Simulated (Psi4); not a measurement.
**AlSbH3F (SMILES [F][AlH][SbH2]) at HSE06/def2-SVP (core potential)**

Aim: the energy change on altering one bond length of AlSbH3F at HSE06/def2-SVP (core potential), from 2 runs. 

The results are computed with Psi4 1.11.

3 further runs of the same task are left out: 3 set aside as unsound or not needed.

**1. The structure to begin with**

AlSbH3F: 6 atoms, total charge 0, spin state singlet. As SMILES, `[F][AlH][SbH2]`. The coordinates come from a PBE0-D4/def2-TZVP relaxation. This is one conformer, not always the lowest.

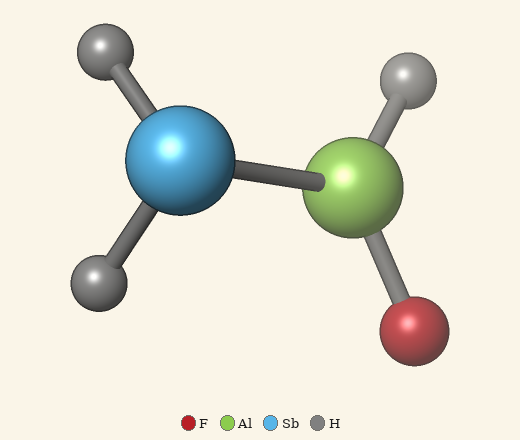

Viewed from a chosen angle; fluorine red, aluminium green, antimony blue, hydrogen grey.

**2. A single-point energy at HSE06/def2-SVP (core potential)**

Contents of calc.dat:

```
memory 2200 MB

molecule {
  0 1
  F     -1.114600    -1.632400     1.262300
  Al    -0.336100    -1.039300    -0.069800
  Sb     1.279900     1.003700     0.334800
  H     -0.594800    -1.800700    -1.431700
  H      0.842100     1.592000    -1.209900
  H     -0.034400     1.812900     1.068100
  units angstrom
  symmetry c1
  no_reorient
  no_com
}

set globals {
  puream true
  e_convergence 1e-09
  d_convergence 1e-08
  scf_type pk
  dft_radial_points 99
  dft_spherical_points 590
}

energy_value = energy('hse06/def2-SVP')
```

The run is started by

```bash
$ psi4 -i calc.dat -o calc.out -n 1
```

calc.out:

```text
[...]
    !!!  WARNING: ECP capability is in beta. Please check occupations closely.  !!!
[...]
  Running in c1 symmetry.
[...]
  Nuclear repulsion =  158.063166342933670
[...]
  Multiplicity = 1
[...]
  Nalpha       = 24
  Nbeta        = 24
[...]
    Number of basis functions: 73
[...]
   @RKS iter   1:  -583.89402345633994   -1.90550e+00   7.73131e-03 ADIIS/DIIS
[...]
   @RKS iter  11:  -584.04728724772610    4.87717e-11   6.55094e-09 DIIS
[...]
    Orbital Energies [Eh]
    ---------------------
    Doubly Occupied:
       1A    -56.169392     2A    -24.718038     3A     -5.743841
       4A     -4.196575     5A     -3.963943     6A     -3.961750
       7A     -3.959076     8A     -2.733156     9A     -2.728083
      10A     -2.725457    11A     -1.302305    12A     -1.300661
      13A     -1.298344    14A     -1.296789    15A     -1.295285
      16A     -1.131290    17A     -0.577391    18A     -0.457990
      19A     -0.405026    20A     -0.403012    21A     -0.360043
      22A     -0.343558    23A     -0.295539    24A     -0.248164
[...]
  @RKS Final Energy:  -584.04728724772610
   => Energetics <=
    Nuclear Repulsion Energy =            158.0631663429336697
    One-Electron Energy =               -1213.7286514487218483
    Two-Electron Energy =                 509.9079295340784483
    DFT Exchange-Correlation Energy =     -38.2897316760164372
    Empirical Dispersion Energy =           0.0000000000000000
    VV10 Nonlocal Energy =                  0.0000000000000000
    Total Energy =                       -584.0472872477261035
[...]
 Multipole Moments:
 ------------------------------------------------------------------------------------
     Multipole            Electronic (a.u.)      Nuclear  (a.u.)        Total (a.u.)
 ------------------------------------------------------------------------------------
 L = 1.  Multiply by 2.5417464519 to convert [e a0] to [Debye]
 Dipole X            :        -28.5446224           28.8181344            0.2735121
 Dipole Y            :          6.8326144           -6.6389858            0.1936286
 Dipole Z            :        -31.6936548           31.3320371           -0.3616177
 Magnitude           :                                                    0.4930195
[...]
```

Wall time 62 s (1 thread of Intel Xeon at 2.50GHz (Skylake/Cascade Lake), shared host); peak memory 0.83 GiB.

**3. The distorted shape: energy and gradient at HSE06/def2-SVP (core potential)**

Contents of input.json:

```json
{
 "schema_name": "qcschema_input",
 "schema_version": 1,
 "molecule": {
  "schema_name": "qcschema_molecule",
  "schema_version": 2,
  "symbols": ["F", "Al", "Sb", "H", "H", "H"],
  "geometry": [-1.71517968, -1.93368493, 4.44435806, -0.24402789, -0.81288837, 1.92705388, 2.80976952, 3.0478221, 2.69163707, -1.1240091, -3.40282983, -2.70552089, 1.98244743, 4.15954798, -0.22742287, 0.32610248, 4.57698848, 4.07737324],
  "molecular_charge": 0,
  "molecular_multiplicity": 1,
  "fix_symmetry": "c1",
  "fix_com": true,
  "fix_orientation": true
 },
 "driver": "gradient",
 "model": {
  "method": "hse06",
  "basis": "def2-SVP"
 },
 "keywords": {
  "reference": "rks",
  "puream": true,
  "e_convergence": 1e-09,
  "d_convergence": 1e-08,
  "scf_type": "pk",
  "dft_radial_points": 99,
  "dft_spherical_points": 590,
  "scf_properties": ["QUADRUPOLE", "MULLIKEN_CHARGES", "MAYER_INDICES"]
 }
}
```

The run is started by

```bash
$ psi4 --qcschema input.json -n 1 --memory 2200MB
```

stdout (excerpt; [...] marks lines left out):

```text
[...]
  Running in c1 symmetry.
[...]
  Nuclear repulsion =  154.855924340457619
[...]
  Multiplicity = 1
[...]
  Nalpha       = 24
  Nbeta        = 24
[...]
    Number of basis functions: 73
[...]
   @RKS iter   1:  -583.76636205617206   -1.90871e+00   7.96782e-03 DIIS/ADIIS
[...]
   @RKS iter  13:  -583.94298063792530    5.41149e-11   2.44606e-09 DIIS
[...]
  @RKS Final Energy:  -583.94298063792530
   => Energetics <=
    Nuclear Repulsion Energy =            154.8559243404576193
    One-Electron Energy =               -1206.1894749571983994
    Two-Electron Energy =                 505.5717475903047671
    DFT Exchange-Correlation Energy =     -38.1811776114893391
    Empirical Dispersion Energy =           0.0000000000000000
    VV10 Nonlocal Energy =                  0.0000000000000000
    Total Energy =                       -583.9429806379253023
[...]
 Multipole Moments:
 ------------------------------------------------------------------------------------
     Multipole            Electronic (a.u.)      Nuclear  (a.u.)        Total (a.u.)
 ------------------------------------------------------------------------------------
 L = 1.  Multiply by 2.5417464519 to convert [e a0] to [Debye]
 Dipole X            :        -46.5391178           47.2002601            0.6611423
 Dipole Y            :        -46.5010526           47.4629017            0.9618492
 Dipole Z            :       -127.6364333          128.1030051            0.4665717
 Magnitude           :                                                    1.2569615
 L = 2.  Multiply by 1.3450342976 to convert [e a0^2] to [Debye ang]
 Quadrupole XX       :       -248.1446690          214.1310634          -34.0136055
 Quadrupole XY       :       -244.7971387          242.9563804           -1.8407582
[...]
  Mulliken Charges: (a.u.)
   Center  Symbol    Alpha    Beta     Spin     Total
[...]
  -Total Gradient:
     Atom            X                  Y                   Z
    ------   -----------------  -----------------  -----------------
       1        0.003957115647     0.004224625824    -0.003703332368
       2        0.005204439647     0.017169986809     0.037005308046
       3       -0.005376165093    -0.000010116138     0.001106815139
       4       -0.006720152158    -0.019484058339    -0.034951504018
       5        0.000116815624    -0.001150080351     0.001647280720
       6        0.002791074676    -0.000804038554    -0.001012857788
[...]
```

The result, in JSON:

```text
{
 "driver": "gradient",
 "model": {
  "method": "hse06",
  "basis": "def2-SVP"
 },
 "success": true,
 "return_result": [0.003957115647459902, 0.004224625824019397, -0.003703332367611889, 0.005204439646589613, 0.017169986809055696, 0.037005308046374336, -0.00537616509284361, -1.011613843475423e-05, 0.001106815139161596, -0.006720152157541246, -0.019484058338647345, -0.03495150401815451, 0.0001168156242336224, -0.0011500803507910953, 0.001647280719537167, 0.0027910746762534466, -0.0008040385536351793, -0.0010128577876260814],
 "properties": {
  "calcinfo_nbasis": 73,
  "calcinfo_nmo": 73,
  "calcinfo_nalpha": 24,
  "calcinfo_nbeta": 24,
  "calcinfo_natom": 6,
  "nuclear_repulsion_energy": 154.85592434045762,
  "return_energy": -583.9429806379253,
  "return_gradient": [0.003957115647459902, 0.004224625824019397, -0.003703332367611889, 0.005204439646589613, 0.017169986809055696, 0.037005308046374336, -0.00537616509284361, -1.011613843475423e-05, 0.001106815139161596, -0.006720152157541246, -0.019484058338647345, -0.03495150401815451, 0.0001168156242336224, -0.0011500803507910953, 0.001647280719537167, 0.0027910746762534466, -0.0008040385536351793, -0.0010128577876260814],
  "scf_one_electron_energy": -1206.1894749571984,
  "scf_two_electron_energy": 505.57174759030477,
  "scf_xc_energy": -38.18117761148934,
  "scf_dipole_moment": [0.6611423000137151, 0.9618491823200159, 0.46657174049818195],
  "scf_total_energy": -583.9429806379253,
  "scf_total_gradient": [0.003957115647459902, 0.004224625824019397, -0.003703332367611889, 0.005204439646589613, 0.017169986809055696, 0.037005308046374336, -0.00537616509284361, -1.011613843475423e-05, 0.001106815139161596, -0.006720152157541246, -0.019484058338647345, -0.03495150401815451, 0.0001168156242336224, -0.0011500803507910953, 0.001647280719537167, 0.0027910746762534466, -0.0008040385536351793, -0.0010128577876260814],
  "scf_iterations": 13
 }
}
```

Wall time 92 s (1 thread of Intel Xeon at 2.50GHz (Skylake/Cascade Lake), shared host); peak memory 0.81 GiB.

**4. Outcome**

At HSE06/def2-SVP (core potential):

| quantity | value |
| --- | --- |
| first shape: total energy | -584.04729 Eh |
| first shape: dipole moment | 1.25 D |
| first shape: HOMO energy | -6.75 eV |
| first shape: LUMO energy | -1.75 eV |
| first shape: HOMO–LUMO gap | 5.01 eV |
| distorted shape: total energy | -583.94298 Eh |
| distorted shape: dipole moment | 3.19 D |
| distorted shape: HOMO energy | -6.08 eV |
| distorted shape: LUMO energy | -3.20 eV |
| distorted shape: HOMO–LUMO gap | 2.89 eV |
| distorted shape: largest force on an atom | 2.115 eV/Å |
| energy change with the Al2–H4 bond stretched from 1.582 to 2.847 Å | 2.838 eV |

In words: With the Al2–H4 bond stretched from 1.582 to 2.847 Å the energy rises by 2.84 eV (65 kcal/mol). The first shape isn't relaxed at this level, so the change isn't measured from a minimum. Mulliken charges (distorted shape) run from -0.38 on F1 to +0.62 on Al2; they depend strongly on the basis.
